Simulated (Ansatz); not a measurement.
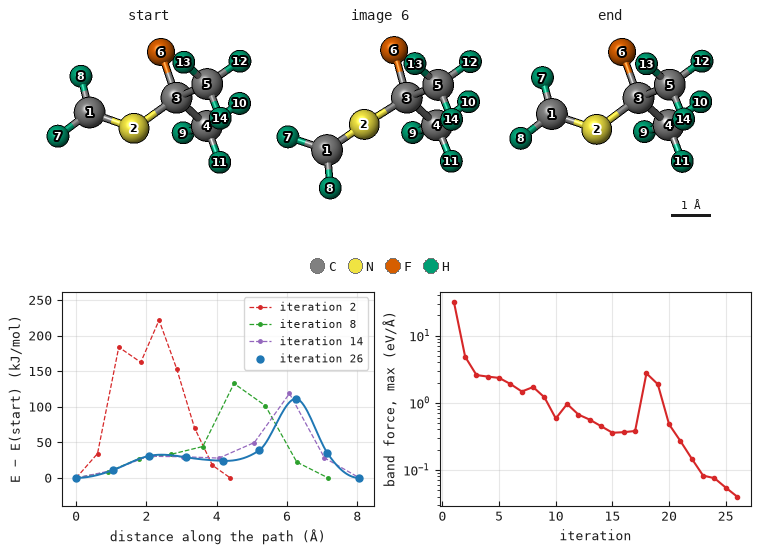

A search for the minimum-energy path of C4H8FN by the nudged elastic band. Images are numbered from 0 (start) to 8 (end). The plot follows the band through its iterations. Style: ball-and-stick. Shown from a free direction.

All numbers below come from RKS BHLYP-D4/6-31G* in Ansatz. Settings: 7 movable images; climbing image; force threshold 0.05 eV/Å; iteration limit 51; starting path through a guess of the saddle point.

> Did the band converge, and can the barrier be trusted?

The run is converged, with reservations. The band converged in 26 iterations. The largest component of the band force went from 32 to 0.04 eV/Å. The climbing image converged on the top of the path. Its vibrational analysis gives one imaginary mode (402i cm⁻¹), as a transition state must have. The first iteration put the highest image at 763.2 kJ/mol. The two ends have the same energy, and the highest point, image 6, lies 111.2 kJ/mol above the start. The profile has 2 maxima (images 2, 6) with a dip at image 4 (+24.0 kJ/mol), so the process runs in steps.

The run took 22 min on 2 threads of Intel(R) Xeon(R) Processor @ 2.50GHz (Skylake/Cascade Lake), on a shared host, peak memory 0.26 GiB.
